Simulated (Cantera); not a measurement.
A closed system holds: 1 mol H2S, 0.55 mol SO2, held at 977 °C.

These are equilibrium values from Cantera (NASA tables, ideal gas, pure condensed phases), not measurements of a reactor. Candidate condensed phases: H2O, H2SO4, S; 19 gas species. The ideal-gas law is rough above about 30 bar. Gases not in the tables: S3 to S7. Kinetics and transport are ignored.

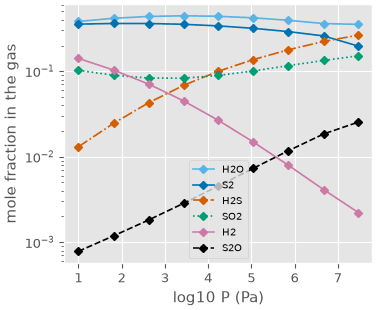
Fig. 1. Equilibrium gas composition (values under 1e-9 drawn at 1e-9)

**Question.** Read off the mole fractions at 300 bar.

**Answer.** H2O about 0.35, H2S about 0.26, S2 about 0.20, SO2 about 0.15, S2O about 0.025, H2 about 0.0022.
